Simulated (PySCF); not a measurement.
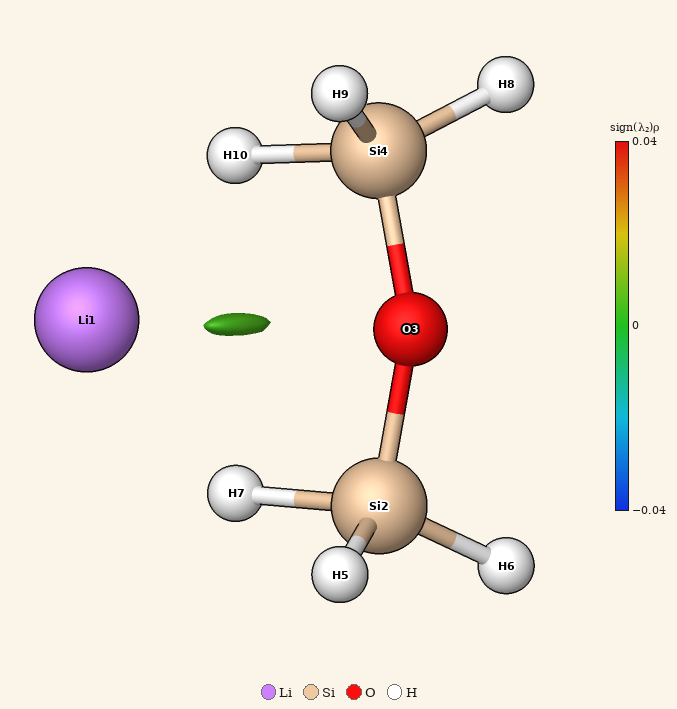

*H$_{6}$LiOSi$_{2}$, charge +1, SMILES `[Li+].[SiH3]O[SiH3]`. Non-covalent interaction surfaces between the fragments (reduced density gradient s = 0.6, coloured by sign(λ₂)ρ in a.u.; trimmed to the region between the fragments where ρ is under 0.06 a.u.). Fragment A: Li(+1) (atom 1); fragment B: Si2H6O.*

Computed with PySCF, HF/def2-SVPD, geometry: GFN2-xTB. GFN2-xTB bond lengths at metals and heavier atoms can be off by up to 0.1 Å and shapes distorted, which carries into these values.

Q: Interpret the surfaces between the fragments.

A: Bond critical points between the fragments: Li1···H10, 2.23 Å, ρ = 0.006 a.u.; Li1···H7, 2.23 Å, ρ = 0.006 a.u. All are weak and appear green (van der Waals range). Several contacts close a ring, whose ring point adds a part with positive λ₂ between them. The pose is a local one from a semi-empirical search, not shown to be the most stable. With a charged fragment, long-range electrostatics, which these surfaces don't show, weighs heavily in the interaction energy.

Q: How strongly are they bound?

A: The counterpoise-corrected interaction energy of the frozen fragments is −21.9 kcal/mol without dispersion correction and −31.7 kcal/mol with D3(BJ). D3 uses neutral-atom coefficients and tends to overbind metal cations. The pair geometry is semi-empirical, not a minimum at this level.
